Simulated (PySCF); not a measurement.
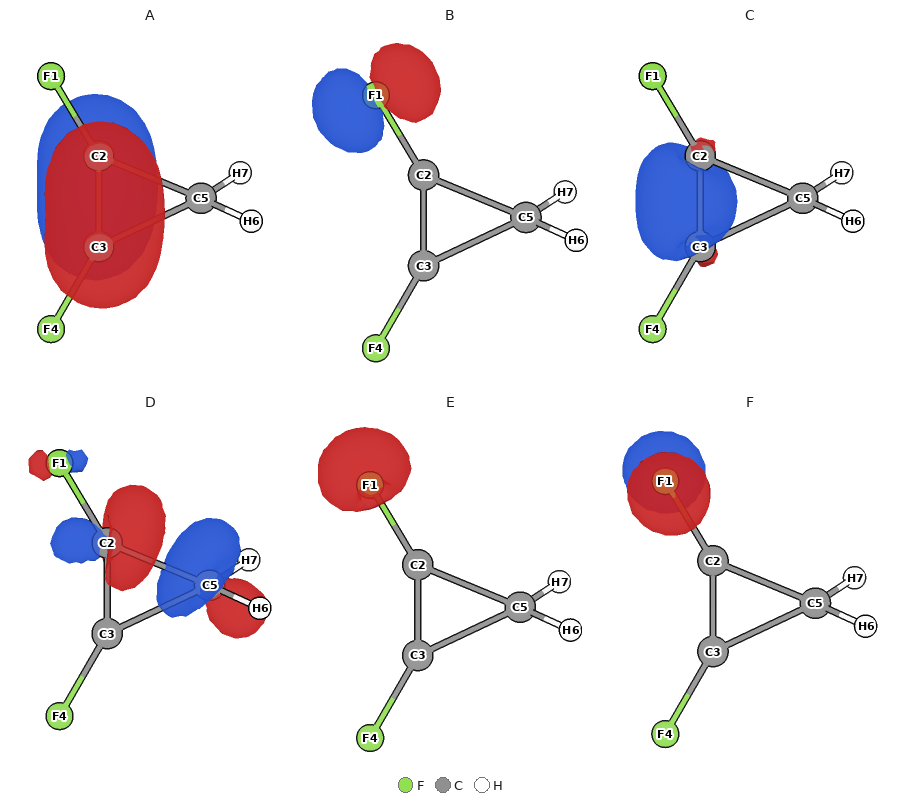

C3H2F2, SMILES `FC1=C(F)C1`. Intrinsic bond orbitals (IBO), occupied and valence-virtual; each surface holds about 70 % of the orbital's density. Energies are diagonal elements of the Fock matrix.

Method: PBE0/def2-TZVP; geometry: GFN2-xTB; program: PySCF. No frequency check shows the geometry to be a minimum.

Input script:

```python
import numpy as np
from pyscf import gto, scf, dft, lo
from pyscf.data.elements import chemcore

def solve(mol, dm0=None, hcore=None):
    mf = (dft.UKS if mol.spin else dft.RKS)(mol, xc='pbe0')
    mf.grids.level = 3
    mf = mf.density_fit(auxbasis='def2-universal-jkfit')
    mf.conv_tol, mf.max_cycle = 1e-8, 80
    if hcore is not None:
        mf.get_hcore = lambda *args: hcore
    mf.kernel(dm0)
    if not mf.converged:
        mf = mf.newton().run(mf.mo_coeff, mf.mo_occ, max_cycle=30)
    assert mf.converged, 'SCF not converged'
    return mf

mol = gto.M(atom='''
F      1.79781     0.65270     0.00003
C      0.64469     0.01804    -0.00021
C     -0.64470     0.01804     0.00023
F     -1.79783     0.65268    -0.00004
C      0.00003    -1.34685    -0.00003
H      0.00030    -1.94189     0.90685
H     -0.00029    -1.94194    -0.90672
''', basis='def2-tzvp', charge=0, spin=0, verbose=4)
mf = solve(mol)
occ_all = mf.mo_coeff[:, mf.mo_occ > 0]
occ = occ_all[:, chemcore(mol):]
loc = lo.ibo.ibo(mol, occ, iaos=lo.iao.iao(mol, occ_all))
fock, s = mf.get_fock(), mf.get_ovlp()
ortho = lo.orth_ao(mol, 'meta_lowdin')
ortho = lo.vec_lowdin(lo.iao.iao(mol, occ_all), s)
labels = lo.iao.reference_mol(mol).ao_labels(fmt=None)
vir = lo.vvo.livvo(mol, occ_all, mf.mo_coeff[:, mf.mo_occ == 0])
both = np.hstack([loc, vir])
p = (ortho.T @ s @ both) ** 2
pop = np.array([p[[l[0] == a for l in labels]].sum(0) for a in range(mol.natm)])
spd = np.array([[p[[l[0] == a and l[2][-1] == k for l in labels]].sum(0) for k in 'spd'] for a in range(mol.natm)])
eps = np.einsum('pi,pq,qi->i', both, fock, both)
for i in np.argsort(eps):
    top = np.argsort(-pop[:, i])[:3]
    print('%3d %s %9.4f Eh ' % (i + 1, 'occ' if i < loc.shape[1] else 'vir', eps[i]), '  '.join('%s%d %.3f' % (mol.atom_symbol(a), a + 1, pop[a, i]) for a in top))
np.savez('result.npz', c=both, nocc=loc.shape[1], pop=pop, spd=spd, eps=eps, e=mf.e_tot)
```

Launched as:

```sh
OMP_NUM_THREADS=1 python input.py
```

The run took 25 s on 1 thread of Intel(R) Xeon(R) Processor @ 2.50GHz (Skylake/Cascade Lake), with other jobs on the host, peak memory 0.6 GiB.

Name the orbitals, with their atomic make-up and energies.

By panel:
- A: π bond C2–C3 (C2 48 %, C3 48 %; −9.6 eV)
- B: lone pair on F1 (p-type) (F1 97 %; −13.2 eV)
- C: σ bond C3–C2 (C3 50 %, C2 50 %; −18.7 eV)
- D: σ* orbital C5–C2 (C5 50 %, C2 48 %; 8.0 eV)
- E: lone pair on F1 (sp0.4-type) (F1 100 %; −25.2 eV)
- F: lone pair on F1 (p-type) (F1 96 %; −13.2 eV)

How do all the valence pairs divide up?

14 pairs: 7 σ bonds, 6 lone pairs and 1 two-centre π bond.
